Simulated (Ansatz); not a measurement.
# AlFH4N2: a short trajectory

Aim: follow AlFH4N2 for 30 steps at constant energy (500 K) and see how far bonds stretch and how energy moves between motion and potential.

Computed with Ansatz 0.2.0, Gaussian basis. Level: revPBE/6-31G*.

1 further run of the same task is left out (it didn't finish).

## 1. The relaxed structure

An earlier PBE0-D4 in a triple-zeta def2 set relaxation fixed the geometry.

SMILES `[NH2][Al]([NH2])[F]`, 8 atoms, charge 0, spin multiplicity 1.

Atoms are counted from 1 here; the program's logs count them from 0.

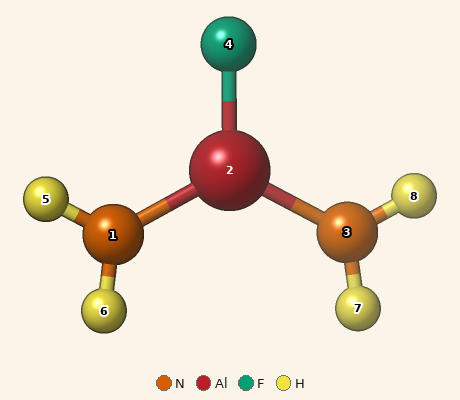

The structure; nitrogen orange, aluminium red, fluorine teal, hydrogen yellow; atoms are numbered from 1 in the order of the file.

## 2. The run

in.yaml reads:

```yaml
crystal:
  periodic: [false, false, false]
  atoms:
    - {symbol: N, position_ang: [-0.654113, 1.397129, -0.272688]}
    - {symbol: Al, position_ang: [-0.190843, -0.292047, -0.425976]}
    - {symbol: N, position_ang: [0.886554, -1.116582, 0.692410]}
    - {symbol: F, position_ang: [-0.803342, -1.154408, -1.694316]}
    - {symbol: H, position_ang: [-1.270390, 1.870085, -0.912042]}
    - {symbol: H, position_ang: [-0.350080, 2.024759, 0.451867]}
    - {symbol: H, position_ang: [1.322014, -0.703079, 1.499086]}
    - {symbol: H, position_ang: [1.152400, -2.083058, 0.605760]}
basis:
  gaussian: {orbitals: "6-31G*"}
hamiltonian: {xc: {name: revPBE}}
md: {timestep: 2 fs, n_steps: 30, ensemble: nve, temperature: 500, initial_velocities: maxwell_boltzmann, seed: 524}
```

Command:

```
ansatz run in.yaml --threads 2 --pin off --events-out ev --progress --plain --max-ram 32768MiB --backend cpu
```

The program printed (excerpt; [...] marks lines left out):

```text
Functional definition: revPBE
  name "revPBE"
  cite "Zhang & Yang, Phys. Rev. Lett. 80, 890 (1998) doi:10.1103/PhysRevLett.80.890"
  cite "Perdew, Burke & Ernzerhof, Phys. Rev. Lett. 77, 3865 (1996) doi:10.1103/PhysRevLett.77.3865"
[...]
872 factors; their error is unknown
[...]
mean field -12358.60389375 eV, -454.1703161326 hartree, gradient 4.0e-5 eV, S^2 0.000000; 0 other end points of the search recorded, 0 dependent functions left out
[...]
reference -12358.60394731 eV, -454.1703181012 hartree; 20, 20 occupied and 52, 52 virtual orbitals, 872 factors
md step     0: t =     0.00 fs  T =   500.0 K  F+E_penalty+E_count = -12358.60389375 eV  E_kin = 0.387780 eV  conserved = -12358.21611375 eV  (26 SCF iters)
[...]
md step     7: t =    14.00 fs  T =   285.5 K  F+E_penalty+E_count = -12358.39606257 eV  E_kin = 0.221460 eV  conserved = -12358.17460276 eV  (28 SCF iters)
[...]
md step    14: t =    28.00 fs  T =    81.3 K  F+E_penalty+E_count = -12358.20644528 eV  E_kin = 0.063053 eV  conserved = -12358.14339275 eV  (28 SCF iters)
[...]
md step    21: t =    42.00 fs  T =   354.9 K  F+E_penalty+E_count = -12358.44519438 eV  E_kin = 0.275264 eV  conserved = -12358.16992990 eV  (30 SCF iters)
[...]
md step    28: t =    56.00 fs  T =   377.7 K  F+E_penalty+E_count = -12358.48922062 eV  E_kin = 0.292913 eV  conserved = -12358.19630735 eV  (27 SCF iters)
[...]
md step    29: t =    58.00 fs  T =   273.8 K  F+E_penalty+E_count = -12358.36336363 eV  E_kin = 0.212384 eV  conserved = -12358.15097981 eV  (28 SCF iters)
[...]
md step    30: t =    60.00 fs  T =   370.3 K  F+E_penalty+E_count = -12358.46611839 eV  E_kin = 0.287228 eV  conserved = -12358.17889007 eV  (26 SCF iters)
Total energy: -12358.46617316 eV, -454.1652549944 hartree
Atom 0 at    -0.611919     1.394929    -0.291494 Å, force    -0.698366     2.475339     1.618407 eV/Å
Atom 1 at    -0.192802    -0.281366    -0.403823 Å, force    -0.489340    -1.054783    -1.215987 eV/Å
Atom 2 at     0.856175    -1.117787     0.700322 Å, force     1.920658    -1.221891     1.128038 eV/Å
Atom 3 at    -0.804748    -1.162051    -1.706574 Å, force     0.016551     0.075597     0.086849 eV/Å
Atom 4 at    -1.303079     1.782608    -0.922719 Å, force    -0.200583     0.107017    -0.435440 eV/Å
Atom 5 at    -0.713006     1.954666     0.601276 Å, force     0.395606    -0.873989    -1.078249 eV/Å
Atom 6 at     1.582699    -0.644965     1.272320 Å, force    -0.577750    -0.288168    -0.323232 eV/Å
Atom 7 at     1.202063    -2.078157     0.483233 Å, force    -0.366776     0.780878     0.219613 eV/Å
Dipole moment:     0.145630     0.247420     0.348876 e Å
```

Wall time 50 s (2 threads, shared host).

## 3. The trajectory

Every 2 steps, with energies from the start:

| time (fs) | T (K) | potential (meV) | conserved (meV) | N1–H6 (Å) |
| --- | --- | --- | --- | --- |
| 0.0 | 500 | 0.0 | 0.00 | 1.006 |
| 4.0 | 407 | 95.6 | 23.76 | 1.039 |
| 8.0 | 418 | 77.0 | 13.28 | 1.026 |
| 12.0 | 358 | 127.6 | 17.83 | 1.027 |
| 16.0 | 302 | 193.4 | 39.94 | 1.061 |
| 20.0 | 254 | 220.4 | 29.31 | 0.992 |
| 24.0 | 87 | 371.0 | 50.53 | 1.085 |
| 28.0 | 81 | 397.4 | 72.72 | 0.963 |
| 32.0 | 150 | 324.0 | 52.51 | 1.100 |
| 36.0 | 221 | 262.9 | 46.59 | 0.971 |
| 40.0 | 357 | 140.3 | 29.78 | 1.079 |
| 44.0 | 417 | 64.3 | -0.28 | 0.999 |
| 48.0 | 430 | 82.9 | 28.99 | 1.055 |
| 52.0 | 469 | 38.1 | 14.14 | 1.031 |
| 56.0 | 378 | 114.7 | 19.81 | 1.030 |
| 60.0 | 370 | 137.8 | 37.22 | 1.059 |

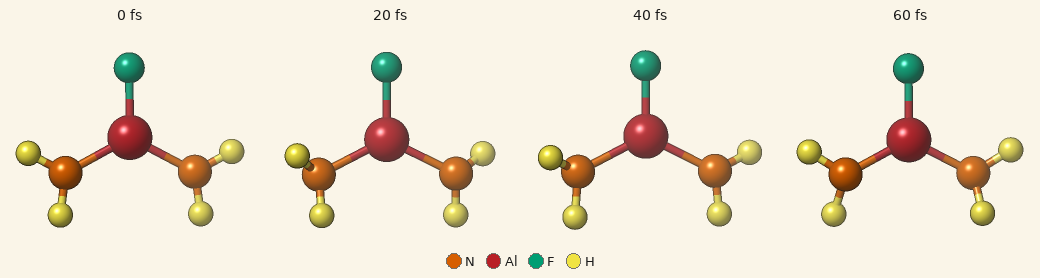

Four frames; sticks are those of the first frame.

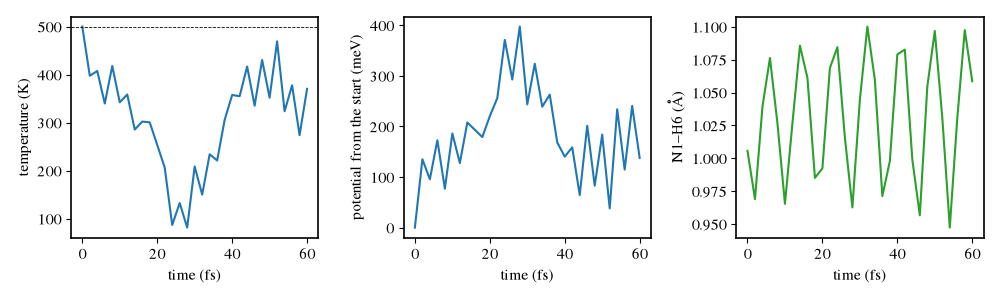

Temperature (the set value dashed), potential energy and the bond that swings most.

Positions (Å) and forces (eV/Å) at 60.0 fs:

```xyz
8

N    -0.612    1.395   -0.291   -0.698    2.475    1.618
Al   -0.193   -0.281   -0.404   -0.489   -1.055   -1.216
N     0.856   -1.118    0.700    1.921   -1.222    1.128
F    -0.805   -1.162   -1.707    0.017    0.076    0.087
H    -1.303    1.783   -0.923   -0.201    0.107   -0.435
H    -0.713    1.955    0.601    0.396   -0.874   -1.078
H     1.583   -0.645    1.272   -0.578   -0.288   -0.323
H     1.202   -2.078    0.483   -0.367    0.781    0.220
```

## 4. Outcome

```
                              quantity                          value
                                length             30 steps of 2.0 fs
     temperature, first and last frame                     500, 370 K
              temperature, second half  mean 324 K, from 150 to 469 K
                swing of the potential                        397 meV
largest change of the conserved energy                      97.15 meV
                        range of N1–H6               0.947 to 1.100 Å
```

From 500 K at the start the temperature swings between 81 and 500 K: with 8 atoms it has no steady value yet; starting near a minimum, about half of the kinetic energy flows into the potential. The conserved energy moves by 97.15 meV, 24.4 % of the potential's swing: the step is long for the fastest motion. N1–H6 swings most, by 0.15 Å; no bond breaks. A run of 60 fs gives no averages.
